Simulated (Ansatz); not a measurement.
**MoPt3: magnetic states**

Aim, for MoPt3: test the held total moment.

Computed with Ansatz 0.2.0 (DFT PBEsol, scalar-relativistic, plane waves, PAW, unless a step's input says otherwise).

**1. The system as given**

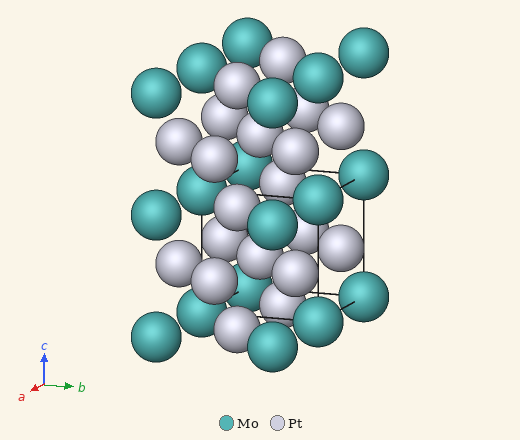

The starting structure, seen slightly off an axis (molybdenum teal, platinum light grey). 2×1×2 cells are drawn. Atoms on the faces are drawn again on the opposite ones.

Structure file:

```cif
data_structure
_symmetry_space_group_name_H-M 'Pm-3m'
_symmetry_Int_Tables_number 221
_cell_length_a 3.9795
_cell_length_b 3.9795
_cell_length_c 3.9795
_cell_angle_alpha 90.000
_cell_angle_beta 90.000
_cell_angle_gamma 90.000
_cell_volume 63.02
loop_
_atom_site_label
_atom_site_type_symbol
_atom_site_symmetry_multiplicity
_atom_site_Wyckoff_symbol
_atom_site_fract_x
_atom_site_fract_y
_atom_site_fract_z
_atom_site_occupancy
Mo1 Mo 1 a 0.00000 0.00000 0.00000 1
Pt1 Pt 3 c 0.50000 0.50000 0.00000 1
```

The structure comes from the Materials Project (structure only); it is used as listed.

**2. The base input**

Input file input.yaml:

```yaml
crystal:
  lattice:
    - [3.979521, 0.0, 0.0]
    - [0.0, 3.979521, 0.0]
    - [0.0, 0.0, 3.979521]
  atoms:
    - { symbol: Mo, position: [0.0, 0.0, 0.0], spin: 0.12 }
    - { symbol: Pt, position: [0.5, 0.5, 0.0], spin: 0.01 }
    - { symbol: Pt, position: [0.5, 0.0, 0.5], spin: 0.01 }
    - { symbol: Pt, position: [0.0, 0.5, 0.5], spin: 0.01 }
basis:
  ecutwfc: 420
kpoints:
  mp_grid: { grid: [10, 10, 10] }
hamiltonian:
  xc: pbesol
scf:
  occupations: { method: gaussian, width: 0.1 }
output:
  forces: true
  stress: true
  eigenvalues: true
  populations: true
  write_density: true
  write_potential: true
  elf: true
  volumetric_format: npy
magnetization:
  spin_polarized: true
```

Its results, from an earlier run: -10512.3446 eV/atom at zero smearing, pressure -11.05 GPa, largest force 0.000 eV/Å, no gap on the mesh, site moments Mo +1.25, Pt +0.12 (×3) μB, in 12 SCF cycles and 28 s.

**3. Held total moment: 0 μB**

Input file input.yaml:

```yaml
crystal:
  lattice:
    - [3.979521, 0.0, 0.0]
    - [0.0, 3.979521, 0.0]
    - [0.0, 0.0, 3.979521]
  atoms:
    - { symbol: Mo, position: [0.0, 0.0, 0.0] }
    - { symbol: Pt, position: [0.5, 0.5, 0.0] }
    - { symbol: Pt, position: [0.5, 0.0, 0.5] }
    - { symbol: Pt, position: [0.0, 0.5, 0.5] }
basis:
  ecutwfc: 420
kpoints:
  mp_grid: { grid: [10, 10, 10] }
hamiltonian:
  xc: pbesol
scf:
  occupations: { method: gaussian, width: 0.1 }
  lower_state_search: "off"
output:
  forces: true
  stress: true
  eigenvalues: true
magnetization:
  spin_polarized: true
  initial_magnetization: 0.0
  spin_locking: { lock_magnetization: hard }
```

The run is started by

```sh
> ansatz run input.yaml --threads 1 --pin off --max-ram 2560MiB --backend cpu --events-out ev --progress --plain --runs-dir out
```

Output, shortened:

```text
Warning: output.stress: scf.convergence.dr2_threshold = 1e-7 eV (the SCF's general default) is looser than the 4e-10 eV advised for a printed stress (1e-10 eV for each atom of the cell: 4). What an SCF threshold leaves in a stress goes as its square root, and in the free energy as the [...]
Warning: RAYON_NUM_THREADS=1 ignored (pool sized by the plan → 1); use --threads N
[...]
Pseudopotentials: kind: paw
Pseudopotential: Mo, paw, valence charge 14, recommended cutoff 420 eV (normal), Mo.paw.azcp
Pseudopotential: Pt, paw, valence charge 18, recommended cutoff 420 eV (normal), Pt.paw.azcp
Functional definition: PBEsol
[...]
Crystal: 4 atoms, lattice volume = 63.022 Å³
Basis set: ecut = 420 eV, 1237 PW (Γ), exchange–correlation on 54×54×54 points (8 copies of the dense FFT grid, shifted against one another)
Bands: 41, of which v1, the nominal top of the filled ones, is band 34 counted from 1 (33 counted from 0)
Symmetry: 48 space group operations
Space group: Pm-3m (ITA 221), of the structure as read, at distance tolerance 4.0e-5 Å
k-points: 56 of 1000
[...]
SCF iter   1: F=—  HF=-42051.668934 eV  |F-HF|=—  |Δ(HF+E_count)|=         —  Δρ=5.48e-2 (↑5.48e-2 ↓5.48e-2)  dr2=8.36e0  dr2_m=0.00e0  M=0.000 μB ∫|m|=0.000 μB  β_m=0.30  ethr=3.10e-3  ⟨swp⟩=5.1  Hψ=7176  notcnv=0
[...]
spin=Collinear: Kerker preconditioning applied to the charge; magnetization (m = ρ↑ − ρ↓) channel mixes plain (no charge-response kernel on spin).
[...]
SCF iter   9: F=-42049.336867 eV  HF=-42049.336867 eV  |F-HF|=2.23e-8  |Δ(HF+E_count)|=   4.10e-8  Δρ=2.90e-6 (↑2.90e-6 ↓2.90e-6)  dr2=3.04e-8  dr2_m=0.00e0  M=0.000 μB ∫|m|=0.000 μB  ethr=1.47e-10  ⟨swp⟩=8.4  Hψ=7991  notcnv=0
[...]
SCF converged after 9 iterations
Stability checked in part: among states of this total moment the steps that led to this state did not find it unstable. No probe was made; neither looks for a lower state of another moment (fixed_total_moment; see scf.lower_state_search)
Magnetization: 0.0000 μB (34.0000 up, 34.0000 down)
Absolute magnetization: 0.0000 μB (∫|ρ↑−ρ↓|)
Spin contamination: 0.0000 ħ² per cell (⟨S²⟩ above its minimum at these occupations)
Per-site moments (μB) at R_I (Å): [(0.0, 1.1607528425518867), (0.0, 1.1607528425518867), (0.0, 1.1607528425518867), (0.0, 1.1607528425518867)]
Free energy (F): -42049.336867 eV
[...]
E sigma→0 (E₀):  -42049.318541 eV
Entropy (-TS):   -0.036651 eV (-9.163 meV/atom)
Fermi energy:    22.130276 (↑ 22.130276, ↓ 22.130276) eV
[...]
--- Forces (eV/Å), atoms counted from 1 ---
  atom   1  Mo     0.00000000     0.00000000     0.00000000
  atom   2  Pt     0.00000000     0.00000000     0.00000000
  atom   3  Pt     0.00000000    -0.00000000     0.00000000
  atom   4  Pt     0.00000000     0.00000000     0.00000000
[...]
--- Stress (GPa, compression-positive) ---
      -12.628413      -0.000000       0.000000
        0.000000     -12.628413       0.000000
        0.000000       0.000000     -12.628413
  P = ⅓ Tr σ = -12.6284 GPa (-126.284 kbar)
--- Band table (eV; the first three rows and the last of 112) ---
[...]
```

Run time: 8.4 s. Hardware: 1 thread of Arm Neoverse V1, shared host; peak memory 0.44 GiB.

Read-out: -10512.3296 eV/atom at zero smearing, pressure -12.63 GPa and no gap on the mesh. The log warns that no starting moments were given.

**4. Held total moment set to 0.25 μB**

input.yaml: that of step 3 with these lines changed.

```diff
@@ -25,3 +25,3 @@
   spin_polarized: true
-  initial_magnetization: 0.0
+  initial_magnetization: 0.25
   spin_locking: { lock_magnetization: hard }
```

The run is started by

```sh
> ansatz run input.yaml --threads 1 --pin off --max-ram 2560MiB --backend cpu --events-out ev --progress --plain --runs-dir out
```

Output, shortened:

```text
Warning: output.stress: scf.convergence.dr2_threshold = 1e-7 eV (the SCF's general default) is looser than the 4e-10 eV advised for a printed stress (1e-10 eV for each atom of the cell: 4). What an SCF threshold leaves in a stress goes as its square root, and in the free energy as the [...]
Warning: RAYON_NUM_THREADS=1 ignored (pool sized by the plan → 1); use --threads N
[...]
[... 4 set-up lines as earlier in the session ...]
[...]
Crystal: 4 atoms, lattice volume = 63.022 Å³
Basis set: ecut = 420 eV, 1237 PW (Γ), exchange–correlation on 54×54×54 points (8 copies of the dense FFT grid, shifted against one another)
Bands: 41, of which v1, the nominal top of the filled ones, is band 34 counted from 1 (33 counted from 0)
[... 2 set-up lines as earlier in the session ...]
[...]
Magnetization: 0.2500 μB (34.1250 up, 33.8750 down)
Absolute magnetization: 0.2632 μB (∫|ρ↑−ρ↓|, with the PAW one-centre terms)
Spin contamination: 0.0112 ħ² per cell (⟨S²⟩ above its minimum at these occupations)
Per-site moments (μB) at R_I (Å): [(0.1978932883587268, 1.1607528425518867), (0.006348142037783985, 1.1607528425518867), (0.0063481420377838925, 1.1607528425518867), (0.006348142037783937, 1.1607528425518867)]
Free energy (F): -42049.339237 eV
[...]
E sigma→0 (E₀):  -42049.321394 eV
Entropy (-TS):   -0.035687 eV (-8.922 meV/atom)
Fermi energy:    22.131332 (↑ 22.112915, ↓ 22.149749) eV
[...]
--- Forces (eV/Å), atoms counted from 1 ---
  atom   1  Mo    -0.00000000    -0.00000000     0.00000000
  atom   2  Pt    -0.00000000    -0.00000000     0.00000000
  atom   3  Pt    -0.00000000    -0.00000000    -0.00000000
  atom   4  Pt     0.00000000     0.00000000     0.00000000
[...]
--- Stress (GPa, compression-positive) ---
      -12.590262      -0.000000       0.000000
       -0.000000     -12.590262       0.000000
       -0.000000       0.000000     -12.590262
  P = ⅓ Tr σ = -12.5903 GPa (-125.903 kbar)
--- Band table (eV; the first three rows and the last of 112) ---
[...]
```

Run time: 20 s. Hardware: 1 thread of Arm Neoverse V1, shared host; peak memory 0.46 GiB.

Read-out: -10512.3303 eV/atom at zero smearing, pressure -12.59 GPa and no gap on the mesh. Site moments in spheres: Mo +0.20 μB; cell moment 0.25 μB.

**5. Held total moment: 0.5 μB**

input.yaml: that of step 4 with these lines changed.

```diff
@@ -25,3 +25,3 @@
   spin_polarized: true
-  initial_magnetization: 0.25
+  initial_magnetization: 0.5
   spin_locking: { lock_magnetization: hard }
```

The run is started by

```sh
> ansatz run input.yaml --threads 1 --pin off --max-ram 2560MiB --backend cpu --events-out ev --progress --plain --runs-dir out
```

Output, shortened:

```text
[...]
SCF converged after 10 iterations
Stability checked in part: among states of this total moment the steps that led to this state did not find it unstable. No probe was made; neither looks for a lower state of another moment (fixed_total_moment; see scf.lower_state_search)
Magnetization: 0.5000 μB (34.2500 up, 33.7500 down)
Absolute magnetization: 0.5222 μB (∫|ρ↑−ρ↓|, with the PAW one-centre terms)
Spin contamination: 0.0245 ħ² per cell (⟨S²⟩ above its minimum at these occupations)
Per-site moments (μB) at R_I (Å): [(0.38714387944512396, 1.1607528425518867), (0.016099275848426367, 1.1607528425518867), (0.016099275848426985, 1.1607528425518867), (0.01609927584842662, 1.1607528425518867)]
Free energy (F): -42049.345628 eV
[...]
E sigma→0 (E₀):  -42049.328790 eV
Entropy (-TS):   -0.033675 eV (-8.419 meV/atom)
Fermi energy:    22.134258 (↑ 22.102630, ↓ 22.165887) eV
[...]
--- Forces (eV/Å), atoms counted from 1 ---
  atom   1  Mo    -0.00000000     0.00000000     0.00000000
  atom   2  Pt     0.00000000    -0.00000000    -0.00000000
  atom   3  Pt     0.00000000    -0.00000000     0.00000000
  atom   4  Pt     0.00000000    -0.00000000    -0.00000000
[...]
--- Stress (GPa, compression-positive) ---
      -12.480274       0.000000       0.000000
       -0.000000     -12.480274       0.000000
        0.000000       0.000000     -12.480274
  P = ⅓ Tr σ = -12.4803 GPa (-124.803 kbar)
--- Band table (eV; the first three rows and the last of 112) ---
[...]
```

Wall time 21 s (1 thread of Arm Neoverse V1, shared host); peak memory 0.46 GiB.

Read-out: -10512.3322 eV/atom at zero smearing, pressure -12.48 GPa and no gap on the mesh. Site moments in spheres: Mo +0.39 μB; cell moment 0.50 μB.

**6. Held total moment: 0.75 μB**

input.yaml: that of step 5 with these lines changed.

```diff
@@ -25,3 +25,3 @@
   spin_polarized: true
-  initial_magnetization: 0.5
+  initial_magnetization: 0.75
   spin_locking: { lock_magnetization: hard }
```

The run is started by

```sh
> ansatz run input.yaml --threads 1 --pin off --max-ram 2560MiB --backend cpu --events-out ev --progress --plain --runs-dir out
```

Output, shortened:

```text
[...]
SCF converged after 9 iterations
Stability checked in part: among states of this total moment the steps that led to this state did not find it unstable. No probe was made; neither looks for a lower state of another moment (fixed_total_moment; see scf.lower_state_search)
Magnetization: 0.7500 μB (34.3750 up, 33.6250 down)
Absolute magnetization: 0.7776 μB (∫|ρ↑−ρ↓|, with the PAW one-centre terms)
Spin contamination: 0.0278 ħ² per cell (⟨S²⟩ above its minimum at these occupations)
Per-site moments (μB) at R_I (Å): [(0.5664613371912752, 1.1607528425518867), (0.02971956053706861, 1.1607528425518867), (0.02971956053706915, 1.1607528425518867), (0.02971956053706868, 1.1607528425518867)]
Free energy (F): -42049.354524 eV
[...]
E sigma→0 (E₀):  -42049.338620 eV
Entropy (-TS):   -0.031808 eV (-7.952 meV/atom)
Fermi energy:    22.138986 (↑ 22.100435, ↓ 22.177538) eV
[...]
--- Forces (eV/Å), atoms counted from 1 ---
  atom   1  Mo     0.00000000    -0.00000000     0.00000000
  atom   2  Pt     0.00000000    -0.00000000    -0.00000000
  atom   3  Pt     0.00000000    -0.00000000     0.00000000
  atom   4  Pt     0.00000000     0.00000000     0.00000000
[...]
--- Stress (GPa, compression-positive) ---
      -12.306177      -0.000000       0.000000
        0.000000     -12.306177       0.000000
        0.000000       0.000000     -12.306177
  P = ⅓ Tr σ = -12.3062 GPa (-123.062 kbar)
--- Band table (eV; the first three rows and the last of 112) ---
[...]
```

Wall time 19 s (1 thread of Arm Neoverse V1, shared host); peak memory 0.46 GiB.

This run gives -10512.3347 eV/atom at zero smearing, pressure -12.31 GPa and no gap on the mesh. Site moments in spheres: Mo +0.57 μB; cell moment 0.75 μB.

[end of part 1 of 2]
